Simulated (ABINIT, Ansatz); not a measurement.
# SrCl2 (Fm-3m): zone-centre phonons, part 3 of 3

Wanted: the vibrations of SrCl2 (Fm-3m) at Γ, by two programs.

ABINIT 10.8.3; DFT LDA, scalar-relativistic, plane waves, PseudoDojo norm-conserving pseudopotentials.

So far, mean static dielectric tensor (ions relaxed, fixed cell): step 6 (modes with the sum rule) 7.22.

## Step 8: The same in Ansatz

The same cell, potentials and cutoff go through another code, on another k mesh. Its k mesh is centred on Γ.

This step: DFT LDA, scalar-relativistic, plane waves, PseudoDojo norm-conserving pseudopotentials (Ansatz 0.2.0).

input.yaml reads:

```yaml
crystal:
  lattice:
    - [0.0, 3.3995065181, 3.3995065181]
    - [3.3995065181, 0.0, 3.3995065181]
    - [3.3995065181, 3.3995065181, 0.0]
  atoms:
    - { symbol: Sr, position: [0.0, 0.0, 0.0] }
    - { symbol: Cl, position: [0.25, 0.25, 0.25] }
    - { symbol: Cl, position: [0.75, 0.75, 0.75] }
kpoints:
  mp_grid: { grid: [6, 6, 6] }
hamiltonian:
  xc: lda
  pseudopotentials: { kind: nc, accuracy: standard }
scf:
  occupations: { method: fixed }
output:
  eigenvalues: true
basis:
  ecutwfc: 761.919
phonons:
  method: dfpt
  dielectric: true
  rigid_motions: translations
```

Run with:

```bash
> ansatz run input.yaml --threads 4 --pin off --max-ram 8192MiB --backend cpu --events-out ev --progress --plain --runs-dir out
```

Output:

```text
Warning: basis.ecutwfc = 761.919 eV is below the records' recommended 925.187132 eV, and the density's cutoff is lower with it unless basis.ecutrho_ratio is high enough to keep the records' density cutoff: compare with a run at a higher cutoff
Engine: ansatz 0.2.0, x86_64-unknown-linux-gnu
Pseudopotentials: kind: nc
Pseudopotential: Sr, nc, valence charge 10, recommended cutoff 925.187132 eV (normal), Sr.nc.azcp (PseudoDojo's, or run here from an input of PseudoDojo's; its table is named by hamiltonian.pseudopotentials.accuracy)
Pseudopotential: Cl, nc, valence charge 7, recommended cutoff 761.918815 eV (normal), Cl.nc.azcp (PseudoDojo's, or run here from an input of PseudoDojo's; its table is named by hamiltonian.pseudopotentials.accuracy)
Functional definition: SPW92
  exchange = slater_x
  correlation = pw_c
Crystal: 3 atoms, lattice volume = 78.574 Å³
Basis set: ecut = 761.919 eV, 3719 PW (Γ), exchange–correlation on 90×90×90 points (8 copies of the dense FFT grid, shifted against one another)
Bands: 16, of which v1, the nominal top of the filled ones, is band 12 counted from 1 (11 counted from 0)
Symmetry: 48 space group operations
k-points: 46 of 216 (irreducible under 4 space group operations, time reversal used)
Non-local potential: Sr, projectors of the file, l = 0: 2, l = 1: 2, l = 2: 2
Non-local potential: Cl, projectors of the file, l = 0: 2, l = 1: 2, l = 2: 2
Initial density: superposition of atomic densities (chi_scale 0.1, normalization cell, long waves kept (reshape's long-wave potential 0.00 eV rms))
Initial wavefunctions: pseudopotential atomic-orbital guess
Functional: x = slater, c = lda
SCF iter   1: F=—  HF=-1833.993441 eV  |F-HF|=—  |Δ(HF+E_count)|=         —  Δρ=4.43e-2  dr2=2.91e0  ethr=3.10e-3  ⟨swp⟩=6.0  Hψ=4282  notcnv=0  defer=85
preconditioner: auto → none  [insulator: Δε(μ)=3.869 eV  Ē_g=13.460 eV  n_scr=14 (ndim 8)  ℏωp=19.6 eV  f_vac=0.008  ε∞_Penn≈3.1]
SCF iter   2: F=—  HF=-1832.766429 eV  |F-HF|=—  |Δ(HF+E_count)|=    1.23e0  Δρ=1.27e-2  dr2=1.80e-1  ethr=3.10e-3  ⟨swp⟩=4.6  Hψ=2208  notcnv=0  defer=42
SCF iter   3: F=—  HF=-1832.709734 eV  |F-HF|=—  |Δ(HF+E_count)|=   5.67e-2  Δρ=4.53e-3  dr2=1.52e-2  ethr=7.50e-4  ⟨swp⟩=2.0  Hψ=1103  notcnv=0  defer=87
SCF iter   4: F=—  HF=-1832.707839 eV  |F-HF|=—  |Δ(HF+E_count)|=   1.90e-3  Δρ=1.82e-3  dr2=3.61e-3  ethr=6.32e-5  ⟨swp⟩=3.0  Hψ=895  notcnv=0  defer=89
SCF iter   5: F=—  HF=-1832.707092 eV  |F-HF|=—  |Δ(HF+E_count)|=   7.47e-4  Δρ=4.11e-4  dr2=1.50e-4  ethr=1.51e-5  ⟨swp⟩=3.9  Hψ=1515  notcnv=0  defer=90
SCF iter   6: F=—  HF=-1832.707080 eV  |F-HF|=—  |Δ(HF+E_count)|=   1.16e-5  Δρ=5.23e-5  dr2=3.29e-6  ethr=6.27e-7  ⟨swp⟩=2.1  Hψ=1246  notcnv=0  defer=89
SCF iter   7: F=—  HF=-1832.707080 eV  |F-HF|=—  |Δ(HF+E_count)|=   3.22e-7  Δρ=4.74e-6  dr2=2.63e-8  ethr=1.37e-8  ⟨swp⟩=2.0  Hψ=1204  notcnv=0  defer=71
SCF iter   8: F=—  HF=-1832.707133 eV  |F-HF|=—  |Δ(HF+E_count)|=   5.34e-5  Δρ=9.06e-7  dr2=4.30e-10  ethr=1.09e-10  ⟨swp⟩=2.1  Hψ=1321  notcnv=0  defer=45
SCF iter   9: F=-1832.707133 eV  HF=-1832.707133 eV  |F-HF|=1.59e-11  |Δ(HF+E_count)|=  1.42e-10  Δρ=1.40e-7  dr2=2.06e-11  ethr=1.00e-12  ⟨swp⟩=11.8  Hψ=6518  notcnv=0
SCF 1 converged in 9 iterations: F = -1832.707133 eV  dr2 = 2.06e-11
NSCF: frozen V_eff on 2 k-points
DFPT response loops at Γ: preconditioner auto → none (the input reference at scf.mixing.eps_inf says where Resta's filter doesn't serve); β = 0.50; Broyden in place of MSR1
SCF converged after 9 iterations
Free energy (F): -1832.707133 eV
Harris-Foulkes:  -1832.707133 eV  (|F-HF|=1.59e-11)
Internal energy: -1832.707133 eV  (E = F + TS)
E sigma→0 (E₀):  -1832.707133 eV
Fermi energy:    3.677368 eV
--- Per-component energies (eV) ---
  E_band       = -133.779951
  E_kinetic    = 554.872509
  E_local      = -1168.450382  (includes V_loc(G=0)·N_el)
  E_nonlocal   = 264.568211
  E_hartree    = 300.503970
  E_xc         = -472.014200
  E_vxc        = -385.778227  (∫ρ·V_xc dr)
  E_ewald      = -1312.187242
  E_smearing   = -0.000000  (= −TS)
  E_closure    = -0.000000  (closes the sum)
  Σ components = -1832.707133   (vs F -1832.707133, Δ=0.00e0)
--- Band table (eV; the first three rows and the last of 46) ---
  k-point 0: bands = [... 8 lower, 1.2101, 3.3011, 3.3011, 3.3011, 8.8544, 9.4581, 9.4581, 12.4364]
  k-point 1: bands = [... 8 lower, 1.4395, 2.9342, 3.1226, 3.1226, 9.4930, 9.7156, 9.7156, 11.5336]
  k-point 2: bands = [... 8 lower, 1.8718, 2.3280, 2.7452, 2.7452, 10.0947, 10.0947, 10.3102, 11.7423]
  k-point 45: bands = [... 8 lower, 2.1708, 2.3365, 3.2054, 3.3005, 9.6173, 10.4937, 11.0049, 11.1699]
--- Phonons (Γ-DFPT): 2 representative perturbations + reference, on 46 of 216 k-points (Σ response iterations 6) ---
  k mesh reduced under 4 symmetry operations, with k and −k counted as one. Each operation leaves every solved perturbation unchanged. A smaller set is not considered because the run solves the response to a homogeneous field
  ASR residual: 3.230e-5 → 0.000e0 eV/Å²; symmetrization residual: 2.101e-6 eV/Å²
  ASR residual per site (eV/Å²): 3.23e-5 4.37e-6 4.37e-6
  Γ frequencies (cm⁻¹): 0.00 0.00 0.00 155.40 155.40 155.40 191.58 191.58 191.58
  ε∞ (high-frequency dielectric tensor):
        3.129635    -0.000000     0.000000
        0.000000     3.129635     0.000000
        0.000000    -0.000000     3.129635
  ε⁰ (static dielectric tensor: ions relaxed, cell fixed):
        7.228736    -0.000000     0.000000
       -0.000000     7.228736    -0.000000
        0.000000    -0.000000     7.228736
  ε⁰ − ε∞ (ionic part):
        4.099102    -0.000000     0.000000
       -0.000000     4.099102    -0.000000
        0.000000    -0.000000     4.099102
  softest optical mode at Γ: 155.40 cm⁻¹; the repairs (sum rule, projections) moved no ω² at Γ by more than (0.50 cm⁻¹)²
  Born effective charges Z* (e; rows j = field, columns β = displacement):
    site 0:
         2.48885    0.00000   -0.00000
         0.00000    2.48885    0.00000
         0.00000   -0.00000    2.48885
    site 1:
        -1.24443   -0.00000    0.00000
        -0.00000   -1.24443   -0.00000
         0.00000    0.00000   -1.24443
    site 2:
        -1.24443   -0.00000    0.00000
        -0.00000   -1.24443   -0.00000
         0.00000    0.00000   -1.24443
  Z* charge neutrality: 2.017e-5 e pre-enforcement
  k-mesh period / interband length: 28.8 Å / 1.32 Å = 21.78 at k = (0.0000, 0.0000, 0.0000), direct gap 5.553 eV — 14 or more, which is no proof of convergence
  optical modes at Γ without the LO–TO term, one row a degenerate level:
      ω (cm⁻¹)  modes    IR ((D/Å)²/amu)
        155.40      3            10.9400
        191.58      3             0.0000
  optical modes at Γ + LO–TO along q̂ = [1.0000, 0.0000, 0.0000]:
      ω (cm⁻¹)  modes    IR ((D/Å)²/amu)
        155.40      2             7.2933
        191.58      3             0.0000
        236.17      1             3.6467
  optical modes at Γ + LO–TO along q̂ = [0.0000, 1.0000, 0.0000]:
      ω (cm⁻¹)  modes    IR ((D/Å)²/amu)
        155.40      2             7.2933
        191.58      3             0.0000
        236.17      1             3.6467
  optical modes at Γ + LO–TO along q̂ = [0.0000, 0.0000, 1.0000]:
      ω (cm⁻¹)  modes    IR ((D/Å)²/amu)
        155.40      2             7.2933
        191.58      3             0.0000
        236.17      1             3.6467
```

The job ended after 26 s (4 threads of Intel Xeon at 2.70GHz, shared host; peak memory 0.86 GiB).

Numbers from this step:

* sum-rule residual before enforcement: 3.23e-5 eV/Å²
* miss of the charge sum rule: 2.02e-5 e
* mean high-frequency dielectric constant: 3.130
* largest Born charge in size (third of the trace): 2.489 e
* mean static dielectric constant: 7.229
* highest mode moved by the LO-TO term: 236.2 cm⁻¹

Transverse modes. Lines of the infrared spectrum (strongest = 100):

```
position (cm⁻¹)  label  IR intensity ((D/Å)²/amu), degenerate modes summed, relative
            155    T1u                                                           100
            192    T2g                                                           0.0
```

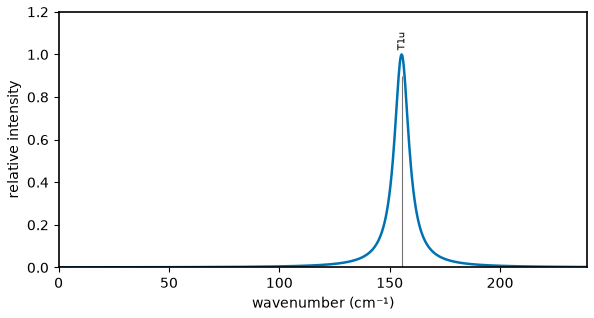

The infrared spectrum, broadened with Lorentzians of width 8 cm⁻¹; bars mark the lines.

## Step 9: Side by side: ABINIT PseudoDojo and Ansatz, PseudoDojo

Worked out from the results:

- root-mean-square difference: 0.01 cm⁻¹
- largest difference: 0.01 cm⁻¹

Frequencies side by side, by row:

```
q (reciprocal lattice)  mode  ABINIT PseudoDojo (cm⁻¹)  Ansatz, PseudoDojo (cm⁻¹)
                 0 0 0     1                         0                          0
                 0 0 0     2                         0                          0
                 0 0 0     3                         0                          0
                 0 0 0     4                     155.4                      155.4
                 0 0 0     5                     155.4                      155.4
                 0 0 0     6                     155.4                      155.4
                 0 0 0     7                     191.6                      191.6
                 0 0 0     8                     191.6                      191.6
                 0 0 0     9                     191.6                      191.6
```

The two runs side by side. Further quantities:

```
                                                                               quantity  ABINIT PseudoDojo  Ansatz, PseudoDojo
                                                                                mean ε∞              3.129                3.13
largest Born charge in size (e; the first before, the second after the charge sum rule)              2.488               2.489
                                                       summed IR intensity ((D/Å)²/amu)              10.93               10.94
```

At the zone centre the largest difference (acoustic modes at Γ apart) is 0.005 % of the highest mode.

## Step 10: What came out

| Quantity | Value |
| --- | --- |
| space group after relaxation | Fm-3m |
| volume per atom | 26.2 Å³ |
| highest optical zone-centre mode (no LO-TO term) | 191.6 cm⁻¹ |
| lowest optical zone-centre mode | 155.4 cm⁻¹ |
| highest mode moved by the LO-TO term | 236.1 cm⁻¹ |
| mean high-frequency dielectric constant | 3.13 |
| largest Born charge in size (third of the trace) | 2.49 e |
| mean static dielectric constant | 7.22 |
| imaginary optical modes at the zone centre (no q mesh in this session) | none |
| largest difference from Ansatz, PseudoDojo | 0.01 cm⁻¹ |

**Reading.** At the LDA level the optical modes of SrCl2 (Fm-3m) at the zone centre (no LO-TO term) run from 155 to 192 cm⁻¹. Along the directions run, the highest mode that the macroscopic field moves lies at 236 cm⁻¹. Lattice motion raises the mean dielectric constant from 3.129 to 7.225. The Born charge of Sr is 2.488 e against a formal charge of +2, somewhat above it. ABINIT PseudoDojo and Ansatz, PseudoDojo agree to 0.01 cm⁻¹ (0.005 % of the highest mode compared) on all solved modes but the acoustic ones at Γ, without the LO-TO term. These are harmonic frequencies at zero temperature: anharmonic shifts and linewidths and thermal expansion are left out. Ansatz warns that the cutoff lies 18 % under the one recommended for these files; agreement at one cutoff is not convergence.

[Host names and launcher messages were left out of these logs when they were recorded.]

[Logs are printed without paths, hosts, clocks, repeated set-up lines and the standing remarks that a program may print on its own settings, such as how far it seeks lower states.]

[Hosts, paths, dates, database ids (printed as entryN), source tags and the programs' standing remarks are cut or masked in the printed files.]
